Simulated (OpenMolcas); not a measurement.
**One shape, several levels: C2H7BO (SMILES CCBO)**

We compute a comparison of 6 runs (HF/def2-SVP, B3LYP/6-31G*, B2PLYP/def2-SVP, M06-L/def2-SVP, SVWN5/def2-SVP, r2SCAN/def2-SVP) of C2H7BO. 

Program for the calculation: OpenMolcas 26.06.

1 further run of the same task is left out (set aside as unsound or not needed).

### 1 The system as given

The species is C2H7BO (11 atoms), meant as a singlet with charge 0. As SMILES, `CCBO`. Geometry: relaxed at PBE0-D4/def2-TZVP. This is one conformer, not always the lowest.

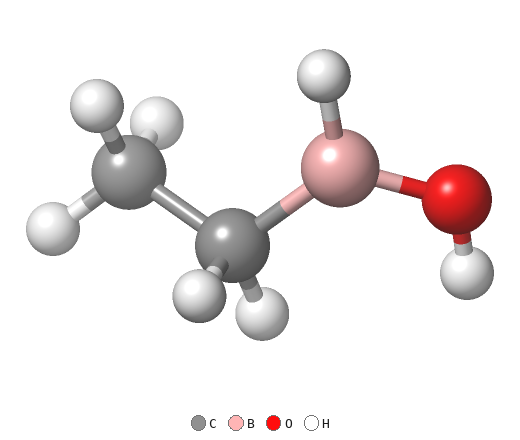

The structure, seen from a chosen angle (carbon grey, boron pink, oxygen red, hydrogen white).

### 2 Energy and gradient at HF/def2-SVP (run 1)

The input, geom.xyz:

```xyz
11

C     -0.556200     1.314000     0.194100
C     -0.148100    -0.126400     0.498700
B      0.844200    -0.749700    -0.545000
O      0.775200    -2.034600    -0.968200
H     -1.123600     1.378600    -0.737900
H     -1.178100     1.737200     0.986300
H      0.322300     1.954000     0.082400
H     -1.037300    -0.754700     0.640300
H      0.380300    -0.147700     1.464300
H      1.748300    -0.108300    -1.010000
H      0.038500    -2.519500    -0.584400
```

The input, job.inp:

```
* C2H7BO Hartree-Fock
>>> EXPORT MOLCAS_PRINT=2

&gateway
 baslib=$CurrDir
 coord=geom.xyz
 basis=def2-SVP
 group=NoSym

&seward

&scf
 thresholds=1e-10 1e-07 1e-07 1e-05
 prorbitals=1 1

&alaska
```

The basis set def2-SVP is read from a file made from the Basis Set Exchange's data (not shown).

Started as:

```bash
$ export MOLCAS_MEM=1860
$ pymolcas job.inp > job.log
```

The program printed:

```text
--- Start Module: gateway ---
[...]
--- Stop Module: gateway /rc=_RC_ALL_IS_WELL_ ---
[...]
      Basis functions           91
[...]
--- Start Module: scf ---
[...]
       Convergence after  13 Iterations
[...]
::    Total SCF energy                               -179.2784065751
[...]
      Total spin, S                                     0.0000000000
[...]
      Total electronic charge=   32.000000
      Total            charge=   -0.000000
[...]
      Dipole Moment (debye):
      Origin of the operator (angstrom)=    0.2133   -0.4305   -0.2123
                   X= -1.5355E+00               Y= -2.4784E-01               Z=  1.1695E+00           Total=  1.9460E+00
      Quadrupole Moment (debye*angstrom):
[...]
--- Stop Module: scf /rc=_RC_ALL_IS_WELL_ ---
[...]
--- Start Module: alaska ---
[...]
 *              Molecular gradients               *
 **************************************************
  Irreducible representation: a
 ------------------------------------------------------------------------------------------
                              X                       Y                       Z
 ------------------------------------------------------------------------------------------
  C1                8.22690178718499E-04   -2.94390551330492E-03    5.60847699348499E-04
  C2                4.28677532184296E-03   -1.01333130232450E-03   -7.48680567172011E-03
  B3               -5.75094964802148E-03    1.01321734786013E-02    8.42869293754302E-03
  O4                1.62442565167300E-02    3.48201894995270E-03   -1.13867585167746E-02
  H5                8.47503575100994E-05   -2.46993911745763E-04   -2.83337956560548E-04
  H6               -2.72690023534583E-04    2.21022156237982E-04    5.47593668177360E-04
  H7                7.14845398578579E-04    7.42757964249385E-05   -3.34706439265697E-04
  H8               -6.19541417844260E-04   -6.26497746471166E-04    4.28656619028134E-04
[...]
--- Stop Module: alaska /rc=_RC_ALL_IS_WELL_ ---
[...]
```

It took 6.9 s on 1 thread of Intel Xeon 6975P-C (Granite Rapids), shared host; peak memory 0.5 GiB.

### 3 Energy and forces at B3LYP/6-31G(d) (spherical functions) (run 2)

The input, input.xyz:

```xyz
11

C     -0.556200     1.314000     0.194100
C     -0.148100    -0.126400     0.498700
B      0.844200    -0.749700    -0.545000
O      0.775200    -2.034600    -0.968200
H     -1.123600     1.378600    -0.737900
H     -1.178100     1.737200     0.986300
H      0.322300     1.954000     0.082400
H     -1.037300    -0.754700     0.640300
H      0.380300    -0.147700     1.464300
H      1.748300    -0.108300    -1.010000
H      0.038500    -2.519500    -0.584400
```

The input, mol.inp:

```
&gateway
baslib
$CurrDir
coord
input.xyz
basis
6-31Gs
group
NoSym
&seward
gridinput
Grid=UltraFine
End of Grid
&scf
ksdft
B3LYP
thresholds
1e-10 1e-07 1e-07 1e-05
prorbitals
1 2
&alaska
```

The basis set 6-31G* is read from a file made from the Basis Set Exchange's data (not shown).

Started as:

```bash
$ export MOLCAS_MEM=1860
$ pymolcas mol.inp > mol.log
```

The program printed:

```text
--- Start Module: gateway ---
[...]
--- Stop Module: gateway /rc=_RC_ALL_IS_WELL_ ---
[...]
      Basis functions           70
[...]
--- Start Module: scf ---
[...]
       Convergence after  14 Iterations
[...]
::    Total KS-DFT energy                            -180.5452897441
[...]
      Total spin, S                                     0.0000000000
[...]
      Total electronic charge=   32.000000
      Total            charge=   -0.000000
[...]
      Dipole Moment (debye):
      Origin of the operator (angstrom)=    0.2133   -0.4305   -0.2123
                   X= -1.4825E+00               Y= -4.6403E-01               Z=  1.0800E+00           Total=  1.8920E+00
      Quadrupole Moment (debye*angstrom):
[...]
--- Stop Module: scf /rc=_RC_ALL_IS_WELL_ ---
[...]
--- Start Module: alaska ---
[...]
 *              Molecular gradients               *
 **************************************************
  Irreducible representation: a
 ------------------------------------------------------------------------------------------
                              X                       Y                       Z
 ------------------------------------------------------------------------------------------
  C1                1.11961110373771E-03   -3.49274053952531E-03    4.67158986672878E-04
  C2               -6.12332495695478E-04    2.81842350234426E-03   -2.24103664660502E-03
  B3               -2.24514834251988E-03   -2.24659891441004E-03    1.67059615531760E-03
  O4               -7.66315532634243E-03    7.86801600579423E-04    5.99943739215814E-03
  H5                1.36422076493870E-03   -4.64120570716653E-04    2.03330614627006E-03
  H6                1.55081584044581E-03   -1.28018933179419E-03   -1.69617743719197E-03
  H7               -1.66894003936235E-03   -1.53009241771773E-03    2.51374784826619E-04
  H8                2.22644412196527E-03    1.25994617778780E-03   -5.93262696284791E-04
[...]
--- Stop Module: alaska /rc=_RC_ALL_IS_WELL_ ---
[...]
```

Wall time 25 s (1 thread of Intel Xeon 6975P-C (Granite Rapids), shared host); peak memory 0.42 GiB.

Run 3 isn't shown in full; the table further down has it.

### 4 Energy and gradient at M06-L/def2-SVP (run 4)

The input, coord.xyz:

```xyz
11

C     -0.556200     1.314000     0.194100
C     -0.148100    -0.126400     0.498700
B      0.844200    -0.749700    -0.545000
O      0.775200    -2.034600    -0.968200
H     -1.123600     1.378600    -0.737900
H     -1.178100     1.737200     0.986300
H      0.322300     1.954000     0.082400
H     -1.037300    -0.754700     0.640300
H      0.380300    -0.147700     1.464300
H      1.748300    -0.108300    -1.010000
H      0.038500    -2.519500    -0.584400
```

The input, run.input:

```
* C2H7BO Kohn-Sham DFT

&gateway
 baslib
 $CurrDir
 coord
 coord.xyz
 basis
 def2-SVP
 group
 NoSym

&seward
 gridinput
 Grid=UltraFine
 End of Grid

&scf
 ksdft
 M06L
 thresholds
 1e-10 1e-07 1e-07 1e-05
 prorbitals
 1 1

&alaska
```

The basis set def2-SVP is read from a file made from the Basis Set Exchange's data (not shown).

Started as:

```bash
$ export MOLCAS_MEM=1860
$ pymolcas run.input > run.log
```

The program printed:

```text
--- Start Module: gateway ---
[...]
--- Stop Module: gateway /rc=_RC_ALL_IS_WELL_ ---
[...]
      Basis functions           91
[...]
--- Start Module: scf ---
[...]
       Convergence after  14 Iterations
[...]
::    Total KS-DFT energy                            -180.3912030881
[...]
      Total spin, S                                     0.0000000000
[...]
      Total electronic charge=   32.000000
      Total            charge=   -0.000000
[...]
      Dipole Moment (debye):
      Origin of the operator (angstrom)=    0.2133   -0.4305   -0.2123
                   X= -1.5259E+00               Y= -5.0469E-01               Z=  1.1002E+00           Total=  1.9477E+00
      Quadrupole Moment (debye*angstrom):
[...]
--- Stop Module: scf /rc=_RC_ALL_IS_WELL_ ---
[...]
--- Start Module: alaska ---
[...]
 *              Molecular gradients               *
 **************************************************
  Irreducible representation: a
 ------------------------------------------------------------------------------------------
                              X                       Y                       Z
 ------------------------------------------------------------------------------------------
  C1               -1.97768081436589E-03    8.25551326615415E-03   -2.72947443620369E-03
  C2               -1.45539425336283E-03   -5.80813637022692E-03    6.15068596288593E-03
  B3                2.49293126568118E-03    2.79067071250161E-03   -1.60705427766158E-03
  O4               -2.54617577329341E-03   -1.43937072306599E-03    1.28457540500015E-03
  H5                2.24958435406464E-03   -1.19153958807172E-03    3.47311196608047E-03
  H6                2.57744848321684E-03   -2.71402841548851E-03   -2.50071339296065E-03
  H7               -2.89737625677278E-03   -3.17627284113975E-03    6.16143896308319E-04
  H8                3.10638263037077E-03    2.87764343099406E-03   -1.32074140448835E-03
[...]
--- Stop Module: alaska /rc=_RC_ALL_IS_WELL_ ---
[...]
```

It took 44 s on 1 thread of Intel Xeon 6975P-C (Granite Rapids), shared host; peak memory 0.5 GiB.

Run 5 isn't shown in full; the table further down has it.

### 5 Energy and gradient at r2SCAN/def2-SVP (run 6)

The input, job.input:

```
&GATEWAY
BASLIB=$CurrDir
COORD
11
angstrom
C       -0.556200       1.314000       0.194100
C       -0.148100      -0.126400       0.498700
B        0.844200      -0.749700      -0.545000
O        0.775200      -2.034600      -0.968200
H       -1.123600       1.378600      -0.737900
H       -1.178100       1.737200       0.986300
H        0.322300       1.954000       0.082400
H       -1.037300      -0.754700       0.640300
H        0.380300      -0.147700       1.464300
H        1.748300      -0.108300      -1.010000
H        0.038500      -2.519500      -0.584400
BASIS=def2-SVP
GROUP=NoSym
&SEWARD
GRIDINPUT
Grid=UltraFine
End of Grid
&SCF
KSDFT=2
1.0 MGGA_X_R2SCAN
1.0 MGGA_C_R2SCAN
THRESHOLDS=1e-10 1e-07 1e-07 1e-05
PRORBITALS=1 1
&ALASKA
```

The basis set def2-SVP is read from a file made from the Basis Set Exchange's data (not shown).

Started as:

```bash
$ export MOLCAS_MEM=1860
$ pymolcas job.input > job.log
```

The program printed:

```text
--- Start Module: gateway ---
[...]
--- Stop Module: gateway /rc=_RC_ALL_IS_WELL_ ---
[...]
      Basis functions           91
[...]
--- Start Module: scf ---
[...]
       Convergence after  15 Iterations
[...]
::    Total KS-DFT energy                            -180.3017424830
[...]
      Total spin, S                                     0.0000000000
[...]
      Total electronic charge=   32.000000
      Total            charge=   -0.000000
[...]
      Dipole Moment (debye):
      Origin of the operator (angstrom)=    0.2133   -0.4305   -0.2123
                   X= -1.5082E+00               Y= -4.9147E-01               Z=  1.0795E+00           Total=  1.9187E+00
      Quadrupole Moment (debye*angstrom):
[...]
--- Stop Module: scf /rc=_RC_ALL_IS_WELL_ ---
[...]
--- Start Module: alaska ---
[...]
 *              Molecular gradients               *
 **************************************************
  Irreducible representation: a
 ------------------------------------------------------------------------------------------
                              X                       Y                       Z
 ------------------------------------------------------------------------------------------
  C1               -9.43656605656429E-04    3.44492734478052E-03   -1.15597944814215E-03
  C2               -4.43287050859054E-04   -2.21457667850244E-03    3.59393996584823E-03
  B3                2.43448364833965E-03    3.09690143840324E-03   -1.10386237253302E-03
  O4               -4.58536182540037E-03   -8.99729845130537E-04    3.09614516453038E-03
  H5                3.11989285624925E-03   -6.65520916873885E-04    5.13366526899928E-03
  H6                3.55442997241395E-03   -2.83605197173964E-03   -4.17884930441481E-03
  H7               -4.63331046772231E-03   -3.75855453373797E-03    6.61815397435650E-04
  H8                4.68978963720756E-03    3.86589417784977E-03   -1.10084409578104E-03
[...]
--- Stop Module: alaska /rc=_RC_ALL_IS_WELL_ ---
[...]
```

Wall time 47 s (1 thread of Intel Xeon 6975P-C (Granite Rapids), shared host); peak memory 0.5 GiB.

### 6 All runs side by side

```
run                               level  integration grid      task  energy (Eh)  dipole moment (D)  HOMO energy (eV)  LUMO energy (eV)  wall time
  1                         HF/def2-SVP                 –  gradient  -179.278407               1.95            -11.82              4.00      6.9 s
  2  B3LYP/6-31G* (spherical functions)         UltraFine  gradient  -180.545290               1.89             -7.81              0.44       25 s
  3                     B2PLYP/def2-SVP         UltraFine    energy  -180.216261               1.91             -9.57              1.76       23 s
  4                      M06-L/def2-SVP         UltraFine  gradient  -180.391203               1.95             -7.03             -0.13       44 s
  5                      SVWN5/def2-SVP         UltraFine  gradient  -178.817629               1.98             -6.74             -0.90       25 s
  6                     r2SCAN/def2-SVP         UltraFine  gradient  -180.301742               1.92             -7.04             -0.27       47 s
```

### 7 Summary of results

| quantity | value |
| --- | --- |
| run 6: total energy | -180.30174 Eh |
| run 6: dipole moment | 1.92 D |
| run 6: HOMO energy | -7.04 eV |
| run 6: LUMO energy | -0.27 eV |
| run 6: HOMO–LUMO gap | 6.76 eV |
| run 6: largest force on an atom | 0.318 eV/Å |

In words: The dipole moment (its size) runs from 1.89 D (B3LYP/6-31G*) to 1.98 D (SVWN5/def2-SVP). The two ends differ in method and basis. The HOMO–LUMO gap runs from 5.84 eV (SVWN5/def2-SVP) to 15.83 eV (HF/def2-SVP). Exact exchange widens orbital gaps. For B2PLYP the log adds the whole second-order term; the table takes 0.27 of it, as the functional is defined. Totals of different functionals can't be ranked against each other. All runs together took 2.8 min, the longest 47 s.
